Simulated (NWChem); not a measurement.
**HCl (hydrogen chloride) at MP2/def2-TZVPPD**

What is the vertical ionisation energy of HCl (hydrogen chloride) at MP2/def2-TZVPPD? 

The calculation is run with NWChem 7.3.0.

1 further run of the same task is left out (set aside as unsound or not needed).

## (1) The system as given

HCl has 2 atoms, charge 0, and is taken as a singlet. SMILES: `Cl`. Geometry: relaxed at PBE0-D4/def2-TZVP.

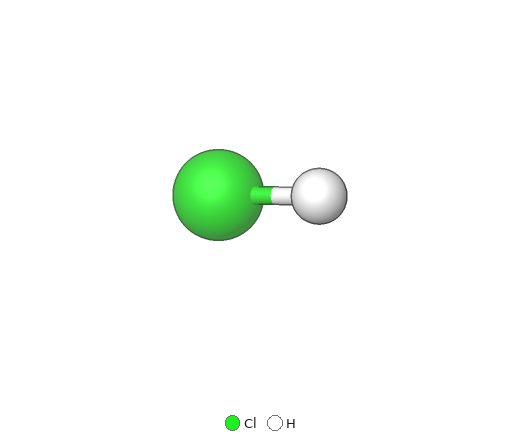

Viewed from a chosen angle; chlorine green, hydrogen white.

## (2) Energy and gradient at MP2/def2-TZVPPD

Contents of m1.nw:

```
start m1
memory stack 880 mb heap 220 mb global 1100 mb
geometry units angstrom noautosym nocenter noautoz
   Cl     0.546000    -0.178500     0.280800
   H     -0.546000     0.178500    -0.280800
end
basis "ao basis" spherical bse
   * library def2-TZVPPD
end
scf
   thresh 1e-08
   maxiter 80
end
mp2
   freeze core 5
   tight
end
task mp2 gradient
```

On the command line:

```sh
$ nwchem m1.nw > m1.out
```

The program printed:

```text
[...]
  functions       =    68
[...]
  wavefunction    = RHF
[...]
         Total SCF energy =   -460.099919734431
      One-electron energy =   -649.780104696500
      Two-electron energy =    182.645407502747
 Nuclear repulsion energy =      7.034777459321
        Time for solution =      3.2s
[...]
          Total MP2 energy          -460.304999646966
[...]
                         mp2 ENERGY GRADIENTS
    atom               coordinates                        gradient
                 x          y          z           x          y          z
   1 Cl      1.031790  -0.337316   0.530635    0.004255  -0.001391   0.002188
   2 H      -1.031790   0.337316  -0.530635   -0.004255   0.001391  -0.002188
[...]
```

It took 11 s on 1 thread of AMD EPYC 7B13 (Zen 3), shared host; peak memory 0.13 GiB.

## (3) The doublet cation: a single-point energy at UMP2/def2-TZVPPD

Contents of clh.nw:

```
start clh
title "ClH mp2"
memory stack 880 mb heap 220 mb global 1100 mb
charge 1

geometry units bohr noautosym nocenter noautoz
  Cl  1.03179046 -0.33731611  0.53063510
  H  -1.03179046  0.33731611 -0.53063510
end

basis spherical bse
  * library def2-TZVPPD
end

scf
  doublet
  uhf
  thresh 1e-08
  maxiter 80
  print low
end

mp2
  freeze core 5
  tight
end

task mp2 energy
```

On the command line:

```sh
$ nwchem clh.nw > clh.out
```

The program printed:

```text
[...]
  functions       =    68
[...]
  wavefunction    = UHF
[...]
         Total SCF energy =   -459.676441022468
      One electron energy =   -642.244780386896
      Two electron energy =    175.533562396919
 Nuclear repulsion energy =      7.034776967509
                       Sz =      0.5000
                 Sz(Sz+1) =      0.7500
                      S^2 =      0.7619
[...]
          Total MP2 energy          -459.837979609736
[...]
```

Run time: 7.2 s. Hardware: 1 thread of AMD EPYC 7B13 (Zen 3), shared host; peak memory 0.12 GiB.

## (4) Summary of results

Level: MP2/def2-TZVPPD, 5 core orbitals frozen.

| quantity | value |
| --- | --- |
| singlet HCl: total energy | -460.30500 Eh |
| singlet HCl: dipole moment (of the density that the program reports) | 1.11 D |
| singlet HCl: HOMO energy (Hartree–Fock orbitals) | -12.98 eV |
| singlet HCl: LUMO energy (Hartree–Fock orbitals) | 1.90 eV |
| singlet HCl: HOMO–LUMO gap (Hartree–Fock orbitals) | 14.88 eV |
| singlet HCl: correlation energy (5 core orbitals frozen) | -205.1 mEh |
| singlet HCl: largest force on an atom | 0.256 eV/Å |
| doublet cation: total energy | -459.83798 Eh |
| doublet cation: correlation energy (5 core orbitals frozen) | -161.5 mEh |
| doublet cation: ⟨S²⟩ of the reference determinant | 0.762 |
| vertical ionisation energy (to the doublet cation) | 12.708 eV |

**Reading.** The vertical ionisation energy comes to 12.71 eV (1226 kJ/mol). The largest force (singlet HCl) is 0.26 eV/Å: the shape isn't a stationary point for this species at this level.
